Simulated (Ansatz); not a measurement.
**AlSiH (triplet): r2SCAN, PBE0 over a scan of the distance Si1–Al2, 6-31G**

Aim: run AlSiH (triplet) with these functionals over a scan of the distance Si1–Al2, and hold them against the top wave-function level at the same points.

The runs use Ansatz 0.2.0, Gaussian basis; 6-31G, all electrons in the functionals.

The runs, in order: r2SCAN, PBE0, at 1.909 Å; 2.186 Å; 2.390 Å; 2.638 Å; 2.972 Å; 3.256 Å; 3.799 Å; 4.433 Å; 5.342 Å; 6.314 Å; 8.124 Å.

31 further runs of the same task are left out: 2 for a mislabelled method, 23 that didn't finish, 6 set aside as unsound or not needed.

## 1. The geometry

The geometry derives from a PBE0/def2-TZVP stationary point (not a proven minimum). One bond is set to the value named and the two fragments are kept rigid.

3 atoms, charge 0, spin multiplicity 3.

Atoms are counted from 1 here; the program's logs count them from 0.

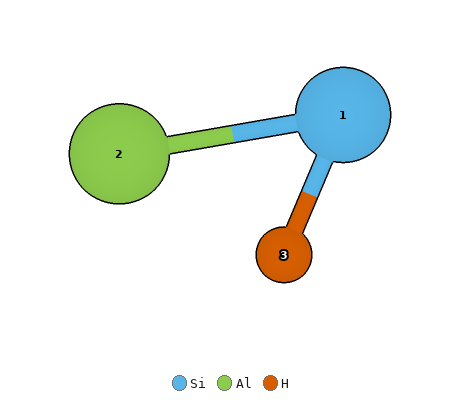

The geometry (silicon blue, aluminium green, hydrogen orange); atoms are numbered from 1 in the order of the file.

Geometry (Å):

```xyz
3
AlHSi
Si    0.0000   -0.0360    1.1654
Al    0.0000   -0.0118   -1.2249
H     0.0000    1.3177    0.3154
```

No dispersion term is added.

The geometry shown and the zero of energy belong to the point 2.390 Å. The yardstick, FCI, and other wave-function levels (R restricted, U unrestricted, valence and pair active spaces) come from earlier runs.

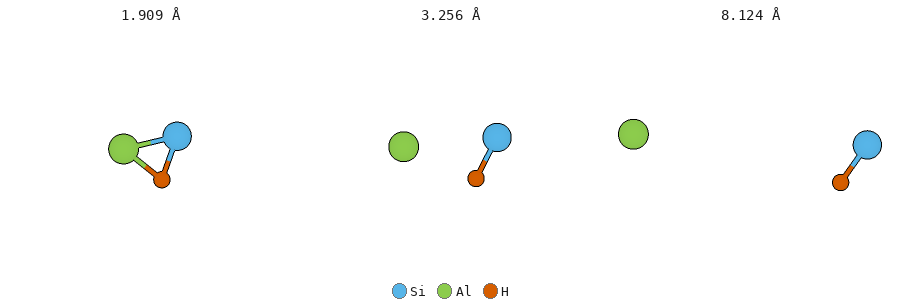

Three points of the scan; sticks are drawn by distance.

## 2. r2SCAN, 1.909 Å

Input file in.yaml:

```yaml
crystal:
  periodic: [false, false, false]
  atoms:
    - {symbol: Si, position_ang: [0.000000, -0.033619, 0.933783]}
    - {symbol: Al, position_ang: [0.000000, -0.014318, -0.975120]}
    - {symbol: H, position_ang: [0.000000, 1.320065, 0.083802]}
basis:
  gaussian: {orbitals: 6-31G}
magnetization: {spin_polarized: true, initial_magnetization: 2}
hamiltonian: {xc: {name: r2SCAN}}
```

Launch:

```
$ ansatz run in.yaml --threads 1 --pin off --events-out ev --progress --plain --max-ram 2393MiB
```

After this run come: r2SCAN, 2.186 Å; r2SCAN, 2.390 Å; r2SCAN, 2.638 Å; r2SCAN, 2.972 Å; r2SCAN, 3.256 Å; r2SCAN, 3.799 Å; r2SCAN, 4.433 Å; r2SCAN, 5.342 Å; r2SCAN, 6.314 Å; r2SCAN, 8.124 Å; PBE0, 1.909 Å; PBE0, 2.186 Å; PBE0, 2.390 Å; PBE0, 2.638 Å; PBE0, 2.972 Å; PBE0, 3.256 Å; PBE0, 3.799 Å; PBE0, 4.433 Å; PBE0, 5.342 Å; PBE0, 6.314 Å; PBE0, 8.124 Å.

**Question.** What will the summary of the whole plan be? Wanted: span of the FCI curve; largest miss, r2SCAN; largest miss, PBE0.

As calculated:

```
             quantity                value
span of the FCI curve             2.754 eV
 largest miss, r2SCAN  +0.646 eV (8.124 Å)
   largest miss, PBE0  +0.515 eV (8.124 Å)
```

Of the functionals, PBE0 keep the smallest largest miss at the points compared (at most 0.515 eV) and r2SCAN strays most (0.646 eV, at 8.124 Å). Functionals and the yardstick converge differently with the basis, so part of each miss in 6-31G is the basis.
